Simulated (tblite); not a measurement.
**Geometry relaxation, with input and output: C4H7P2Si (charge −1) (part 2 of 2)**

C4H7P2Si, charge −1; GFN2-xTB geometry optimisation, gas phase (tblite 0.8.0). 

Geometry of the input (Å):
```
C  3.1633  0.4167  0.2106
C  1.7011  0.1265  0.1134
P  0.2559  1.0391  -0.0737
C  -1.2295  -0.1553  -0.0934
Si -2.9100  0.4895  -0.2709
C  -0.8494  -1.4428  0.0597
P  1.0231  -1.6241  0.2242
H  3.6947  -0.0853  -0.5915
H  3.3319  1.4927  0.1283
H  3.5434  0.0698  1.1752
H  -3.0780  1.1972  -1.5763
H  -3.2702  1.4146  0.8290
H  -3.8938  -0.6258  -0.2445
H  -1.4831  -2.3131  0.0877
```

Trajectory as extended XYZ, continued
```
14
Properties=species:S:1:pos:R:3:forces:R:3 step=16 energy=-519.20565
C     2.9761    0.3617    0.2030    0.0350   0.0080   0.0010
C     1.5291   -0.0407    0.1214    0.0090  -0.0170   0.0080
P     0.2739    1.1385   -0.0826   -0.0190  -0.0170  -0.0050
C    -1.0339   -0.0471   -0.0821   -0.0300  -0.0030   0.0080
Si   -2.7992    0.5003   -0.2678   -0.0010  -0.0120  -0.0030
C    -0.6449   -1.3597    0.0676    0.0100   0.0160  -0.0050
P     1.0490   -1.7130    0.2329    0.0050  -0.0690   0.0060
H     3.5578   -0.1084   -0.5922    0.0110  -0.0030  -0.0470
H     3.0725    1.4437    0.1125    0.0040   0.0370  -0.0040
H     3.4145    0.0508    1.1533    0.0050   0.0050   0.0480
H    -3.0700    1.1958   -1.5431   -0.0110  -0.0010   0.0440
H    -3.2511    1.4130    0.8028   -0.0040  -0.0110  -0.0450
H    -3.7168   -0.6559   -0.2324    0.0130   0.0040   0.0020
H    -1.3577   -2.1794    0.0847   -0.0270   0.0630  -0.0090
14
Properties=species:S:1:pos:R:3:forces:R:3 step=17 energy=-519.20611
C     2.9767    0.3619    0.2031    0.0240   0.0050   0.0010
C     1.5295   -0.0417    0.1217    0.0090  -0.0070   0.0050
P     0.2733    1.1369   -0.0826    0.0030   0.0100  -0.0050
C    -1.0350   -0.0470   -0.0819   -0.0170  -0.0080   0.0070
Si   -2.8002    0.5005   -0.2681    0.0370  -0.0260   0.0060
C    -0.6448   -1.3590    0.0674    0.0120  -0.0040  -0.0020
P     1.0494   -1.7140    0.2330   -0.0210  -0.0580   0.0030
H     3.5579   -0.1080   -0.5932    0.0090   0.0020  -0.0300
H     3.0723    1.4443    0.1124    0.0020   0.0250  -0.0030
H     3.4145    0.0513    1.1541    0.0060   0.0070   0.0310
H    -3.0698    1.1955   -1.5414   -0.0180   0.0140   0.0130
H    -3.2506    1.4124    0.8012   -0.0140   0.0060  -0.0220
H    -3.7148   -0.6559   -0.2322   -0.0070  -0.0160   0.0020
H    -1.3590   -2.1774    0.0844   -0.0250   0.0500  -0.0080
14
Properties=species:S:1:pos:R:3:forces:R:3 step=18 energy=-519.20643
C     2.9774    0.3620    0.2031    0.0090   0.0010   0.0000
C     1.5297   -0.0428    0.1220    0.0110  -0.0050   0.0030
P     0.2730    1.1359   -0.0827    0.0250   0.0130  -0.0020
C    -1.0356   -0.0470   -0.0816    0.0060  -0.0060   0.0060
Si   -2.8003    0.5003   -0.2682    0.0400  -0.0290   0.0090
C    -0.6446   -1.3586    0.0672    0.0060  -0.0160   0.0010
P     1.0493   -1.7158    0.2332   -0.0250  -0.0260   0.0000
H     3.5580   -0.1078   -0.5944    0.0050   0.0100  -0.0080
H     3.0721    1.4451    0.1123    0.0010   0.0050  -0.0010
H     3.4145    0.0518    1.1553    0.0060   0.0110   0.0080
H    -3.0700    1.1956   -1.5400   -0.0210   0.0200  -0.0040
H    -3.2505    1.4121    0.7998   -0.0190   0.0150  -0.0070
H    -3.7133   -0.6563   -0.2320   -0.0170  -0.0250   0.0010
H    -1.3604   -2.1751    0.0840   -0.0270   0.0310  -0.0060
14
Properties=species:S:1:pos:R:3:forces:R:3 step=19 energy=-519.20664
C     2.9779    0.3622    0.2031   -0.0030  -0.0020   0.0000
C     1.5298   -0.0437    0.1222    0.0120  -0.0080   0.0020
P     0.2732    1.1355   -0.0828    0.0360   0.0050   0.0020
C    -1.0356   -0.0470   -0.0813    0.0280   0.0010   0.0040
Si   -2.7996    0.4997   -0.2681    0.0210  -0.0220   0.0060
C    -0.6445   -1.3585    0.0671   -0.0010  -0.0150   0.0010
P     1.0487   -1.7176    0.2333   -0.0140   0.0040  -0.0010
H     3.5581   -0.1073   -0.5954    0.0020   0.0150   0.0080
H     3.0716    1.4457    0.1121   -0.0010  -0.0100   0.0000
H     3.4145    0.0524    1.1561    0.0060   0.0140  -0.0100
H    -3.0703    1.1961   -1.5392   -0.0190   0.0170  -0.0060
H    -3.2506    1.4123    0.7988   -0.0190   0.0150  -0.0030
H    -3.7118   -0.6575   -0.2318   -0.0170  -0.0240   0.0010
H    -1.3621   -2.1728    0.0836   -0.0300   0.0120  -0.0050
14
Properties=species:S:1:pos:R:3:forces:R:3 step=20 energy=-519.20684
C     2.9782    0.3622    0.2031   -0.0090  -0.0040   0.0010
C     1.5300   -0.0449    0.1225    0.0110  -0.0110   0.0010
P     0.2741    1.1352   -0.0828    0.0390  -0.0040   0.0040
C    -1.0351   -0.0470   -0.0809    0.0380   0.0100   0.0020
Si   -2.7985    0.4989   -0.2679   -0.0030  -0.0090   0.0000
C    -0.6446   -1.3586    0.0670   -0.0090  -0.0080   0.0010
P     1.0478   -1.7192    0.2334    0.0030   0.0230  -0.0020
H     3.5582   -0.1066   -0.5962    0.0010   0.0150   0.0180
H     3.0709    1.4461    0.1120   -0.0030  -0.0190   0.0010
H     3.4147    0.0533    1.1567    0.0070   0.0120  -0.0210
H    -3.0709    1.1969   -1.5386   -0.0160   0.0090  -0.0010
H    -3.2510    1.4128    0.7978   -0.0160   0.0080  -0.0040
H    -3.7103   -0.6593   -0.2315   -0.0130  -0.0170   0.0010
H    -1.3644   -2.1705    0.0832   -0.0290  -0.0050  -0.0030
14
Properties=species:S:1:pos:R:3:forces:R:3 step=21 energy=-519.20703
C     2.9783    0.3622    0.2032   -0.0090  -0.0050   0.0010
C     1.5306   -0.0462    0.1229    0.0070  -0.0120   0.0000
P     0.2758    1.1348   -0.0828    0.0300  -0.0070   0.0050
C    -1.0339   -0.0468   -0.0805    0.0330   0.0170  -0.0010
Si   -2.7974    0.4980   -0.2678   -0.0230   0.0050  -0.0040
C    -0.6449   -1.3589    0.0669   -0.0130   0.0040   0.0010
P     1.0469   -1.7206    0.2335    0.0160   0.0250  -0.0010
H     3.5584   -0.1055   -0.5966    0.0050   0.0110   0.0200
H     3.0702    1.4462    0.1119   -0.0070  -0.0190   0.0010
H     3.4150    0.0545    1.1569    0.0110   0.0080  -0.0220
H    -3.0718    1.1979   -1.5379   -0.0120  -0.0020   0.0070
H    -3.2516    1.4135    0.7967   -0.0120  -0.0010  -0.0060
H    -3.7089   -0.6614   -0.2312   -0.0050  -0.0060   0.0000
H    -1.3674   -2.1681    0.0826   -0.0220  -0.0160  -0.0010
14
Properties=species:S:1:pos:R:3:forces:R:3 step=22 energy=-519.20718
C     2.9784    0.3621    0.2032   -0.0040  -0.0050   0.0010
C     1.5313   -0.0475    0.1232    0.0030  -0.0090  -0.0010
P     0.2777    1.1344   -0.0826    0.0160  -0.0020   0.0040
C    -1.0326   -0.0463   -0.0802    0.0140   0.0170  -0.0050
Si   -2.7969    0.4971   -0.2677   -0.0250   0.0120  -0.0060
C    -0.6453   -1.3591    0.0669   -0.0130   0.0120   0.0010
P     1.0466   -1.7213    0.2335    0.0150   0.0120   0.0010
H     3.5588   -0.1045   -0.5966    0.0110   0.0030   0.0150
H     3.0697    1.4460    0.1118   -0.0110  -0.0110   0.0000
H     3.4156    0.0556    1.1568    0.0150   0.0010  -0.0140
H    -3.0728    1.1987   -1.5372   -0.0090  -0.0090   0.0110
H    -3.2526    1.4140    0.7956   -0.0100  -0.0080  -0.0070
H    -3.7083   -0.6631   -0.2309    0.0030   0.0030   0.0000
H    -1.3702   -2.1665    0.0821   -0.0080  -0.0160   0.0000
14
Properties=species:S:1:pos:R:3:forces:R:3 step=23 energy=-519.20726
C     2.9785    0.3620    0.2033    0.0030  -0.0040   0.0010
C     1.5319   -0.0481    0.1233    0.0010  -0.0050  -0.0010
P     0.2791    1.1342   -0.0825    0.0040   0.0040   0.0030
C    -1.0318   -0.0458   -0.0801   -0.0030   0.0130  -0.0060
Si   -2.7971    0.4968   -0.2677   -0.0130   0.0110  -0.0030
C    -0.6456   -1.3590    0.0669   -0.0070   0.0130   0.0010
P     1.0467   -1.7213    0.2336    0.0030  -0.0020   0.0010
H     3.5592   -0.1039   -0.5963    0.0150  -0.0030   0.0070
H     3.0694    1.4456    0.1118   -0.0120  -0.0020  -0.0010
H     3.4163    0.0561    1.1565    0.0170  -0.0030  -0.0040
H    -3.0737    1.1988   -1.5366   -0.0080  -0.0100   0.0070
H    -3.2534    1.4140    0.7949   -0.0090  -0.0090  -0.0040
H    -3.7085   -0.6637   -0.2309    0.0060   0.0050  -0.0010
H    -1.3716   -2.1660    0.0819    0.0040  -0.0080   0.0000
14
Properties=species:S:1:pos:R:3:forces:R:3 step=24 energy=-519.20730
C     2.9786    0.3618    0.2033    0.0070  -0.0030   0.0000
C     1.5323   -0.0485    0.1233    0.0000  -0.0010  -0.0010
P     0.2799    1.1342   -0.0824   -0.0020   0.0070   0.0020
C    -1.0315   -0.0454   -0.0802   -0.0120   0.0070  -0.0050
Si   -2.7975    0.4968   -0.2678   -0.0010   0.0050   0.0000
C    -0.6458   -1.3588    0.0669   -0.0030   0.0100   0.0010
P     1.0468   -1.7213    0.2336   -0.0090  -0.0090   0.0010
H     3.5598   -0.1038   -0.5960    0.0150  -0.0060   0.0010
H     3.0692    1.4454    0.1118   -0.0120   0.0030  -0.0010
H     3.4170    0.0562    1.1562    0.0160  -0.0050   0.0020
H    -3.0744    1.1987   -1.5362   -0.0090  -0.0080   0.0010
H    -3.2540    1.4138    0.7945   -0.0100  -0.0060   0.0000
H    -3.7088   -0.6637   -0.2309    0.0070   0.0050   0.0000
H    -1.3721   -2.1660    0.0818    0.0110   0.0010   0.0000
14
Properties=species:S:1:pos:R:3:forces:R:3 step=25 energy=-519.20736
C     2.9789    0.3616    0.2033    0.0100  -0.0030   0.0000
C     1.5326   -0.0489    0.1233    0.0010   0.0010   0.0000
P     0.2806    1.1343   -0.0822   -0.0060   0.0050   0.0010
C    -1.0314   -0.0447   -0.0804   -0.0160   0.0020  -0.0040
Si   -2.7979    0.4969   -0.2679    0.0100  -0.0010   0.0030
C    -0.6461   -1.3583    0.0670    0.0020   0.0060   0.0000
P     1.0468   -1.7214    0.2336   -0.0200  -0.0100   0.0000
H     3.5607   -0.1037   -0.5956    0.0130  -0.0060  -0.0030
H     3.0686    1.4452    0.1118   -0.0100   0.0040  -0.0010
H     3.4180    0.0563    1.1559    0.0130  -0.0050   0.0060
H    -3.0752    1.1984   -1.5358   -0.0100  -0.0030  -0.0070
H    -3.2549    1.4135    0.7940   -0.0110  -0.0020   0.0050
H    -3.7089   -0.6637   -0.2310    0.0070   0.0020   0.0000
H    -1.3724   -2.1659    0.0817    0.0160   0.0100   0.0000
14
Properties=species:S:1:pos:R:3:forces:R:3 step=26 energy=-519.20742
C     2.9793    0.3612    0.2034    0.0100  -0.0030   0.0000
C     1.5331   -0.0496    0.1234    0.0030   0.0030   0.0010
P     0.2816    1.1345   -0.0819   -0.0080   0.0000   0.0000
C    -1.0314   -0.0437   -0.0808   -0.0130  -0.0030  -0.0010
Si   -2.7983    0.4971   -0.2679    0.0160  -0.0050   0.0050
C    -0.6466   -1.3575    0.0671    0.0060   0.0010  -0.0010
P     1.0463   -1.7218    0.2337   -0.0240  -0.0060  -0.0010
H     3.5621   -0.1036   -0.5952    0.0080  -0.0050  -0.0060
H     3.0675    1.4449    0.1117   -0.0050   0.0030  -0.0010
H     3.4196    0.0564    1.1556    0.0070  -0.0030   0.0080
H    -3.0766    1.1980   -1.5353   -0.0100   0.0010  -0.0150
H    -3.2563    1.4131    0.7935   -0.0120   0.0020   0.0100
H    -3.7085   -0.6638   -0.2310    0.0050  -0.0010   0.0000
H    -1.3726   -2.1656    0.0816    0.0160   0.0160   0.0000
14
Properties=species:S:1:pos:R:3:forces:R:3 step=27 energy=-519.20748
C     2.9799    0.3608    0.2035    0.0080  -0.0030   0.0000
C     1.5335   -0.0505    0.1235    0.0040   0.0020   0.0030
P     0.2826    1.1346   -0.0816   -0.0060  -0.0050   0.0000
C    -1.0314   -0.0427   -0.0811   -0.0050  -0.0040   0.0020
Si   -2.7983    0.4973   -0.2679    0.0130  -0.0040   0.0040
C    -0.6471   -1.3566    0.0671    0.0070  -0.0020  -0.0020
P     1.0453   -1.7224    0.2337   -0.0170   0.0020  -0.0010
H     3.5636   -0.1036   -0.5949    0.0020  -0.0020  -0.0070
H     3.0660    1.4447    0.1116    0.0010  -0.0010   0.0000
H     3.4214    0.0565    1.1555   -0.0010  -0.0010   0.0070
H    -3.0780    1.1976   -1.5351   -0.0090   0.0030  -0.0180
H    -3.2579    1.4128    0.7931   -0.0110   0.0040   0.0130
H    -3.7075   -0.6643   -0.2309    0.0040  -0.0040   0.0000
H    -1.3729   -2.1647    0.0814    0.0110   0.0160   0.0000
14
Properties=species:S:1:pos:R:3:forces:R:3 step=28 energy=-519.20752
C     2.9804    0.3604    0.2035    0.0030  -0.0030   0.0000
C     1.5338   -0.0510    0.1236    0.0040   0.0010   0.0030
P     0.2831    1.1346   -0.0814   -0.0010  -0.0070   0.0000
C    -1.0314   -0.0421   -0.0812    0.0010  -0.0020   0.0040
Si   -2.7982    0.4974   -0.2678    0.0030   0.0010   0.0010
C    -0.6474   -1.3560    0.0671    0.0050  -0.0010  -0.0030
P     1.0444   -1.7228    0.2338   -0.0030   0.0060   0.0000
H     3.5646   -0.1035   -0.5949   -0.0030   0.0000  -0.0050
H     3.0650    1.4446    0.1115    0.0060  -0.0040   0.0000
H     3.4225    0.0566    1.1556   -0.0050   0.0000   0.0040
H    -3.0790    1.1975   -1.5353   -0.0070   0.0010  -0.0140
H    -3.2590    1.4127    0.7931   -0.0090   0.0020   0.0110
H    -3.7064   -0.6649   -0.2308    0.0030  -0.0040   0.0010
H    -1.3731   -2.1639    0.0812    0.0030   0.0090   0.0000
14
Properties=species:S:1:pos:R:3:forces:R:3 step=29 energy=-519.20753
C     2.9806    0.3603    0.2035    0.0000  -0.0020   0.0000
C     1.5340   -0.0512    0.1237    0.0020   0.0000   0.0020
P     0.2832    1.1344   -0.0813    0.0020  -0.0040   0.0000
C    -1.0314   -0.0419   -0.0812    0.0040   0.0010   0.0030
Si   -2.7980    0.4975   -0.2678   -0.0050   0.0060  -0.0020
C    -0.6474   -1.3558    0.0670    0.0030   0.0010  -0.0030
P     1.0439   -1.7229    0.2338    0.0070   0.0050   0.0010
H     3.5649   -0.1035   -0.5950   -0.0040   0.0010  -0.0030
H     3.0647    1.4445    0.1114    0.0070  -0.0050   0.0000
H     3.4228    0.0566    1.1557   -0.0050   0.0000   0.0010
H    -3.0796    1.1975   -1.5357   -0.0050  -0.0020  -0.0080
H    -3.2595    1.4127    0.7933   -0.0070  -0.0010   0.0070
H    -3.7058   -0.6652   -0.2307    0.0030  -0.0030   0.0010
H    -1.3731   -2.1633    0.0812   -0.0020   0.0030   0.0000
```

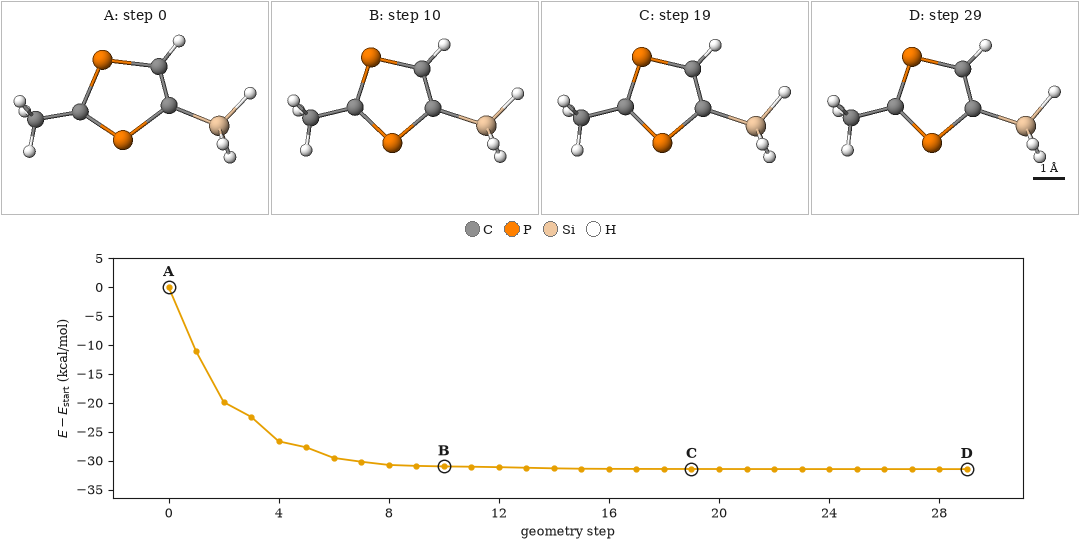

*Frames of the relaxation (ball-and-stick view, seen at a tilt) above the curves, on which the letters mark them (steps are counted from 0).*

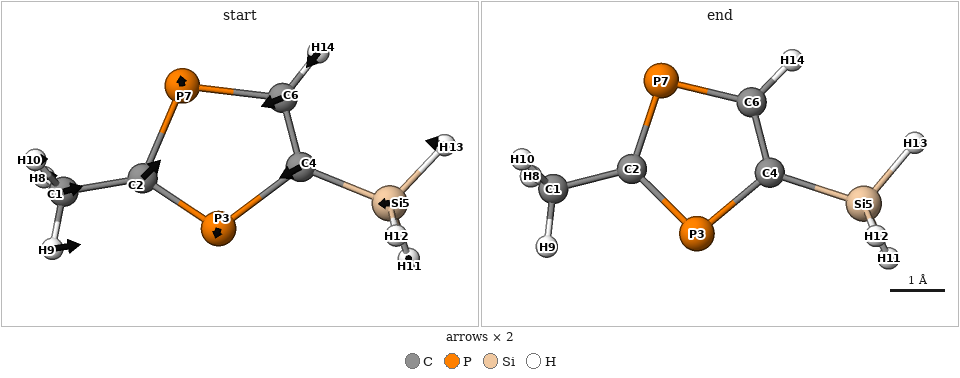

*Before (left) and after (right) the relaxation, at one scale (ball-and-stick view, seen at a tilt). The black arrows give the displacements, magnified 2 times.*

Over 29 geometry steps the energy falls by 31.5 kcal/mol. The largest force component goes from 3.4 to 0.008 eV/Å. The atom that moves furthest after the best rigid fit is H9 (0.27 Å). Largest moves by element: H 0.27 Å, C 0.24 Å, Si 0.11 Å, P 0.10 Å. Distances before and after: C6–P7 1.888 → 1.739 Å, P3–C4 1.906 → 1.764 Å, C2–P7 1.881 → 1.746 Å, C4–Si5 1.809 → 1.857 Å. Among the angles that change: P3–C2–P7 101.4° → 117.3°, C1–C2–P3 136.6° → 120.8°, C2–P3–C4 108.9° → 94.7°. (Atoms are counted from 1 in the order of the input.)

Key numbers

| quantity | value |
| --- | --- |
| outcome | converged |
| total energy | −519.2075 eV |
| peak memory | 0.17 GiB |
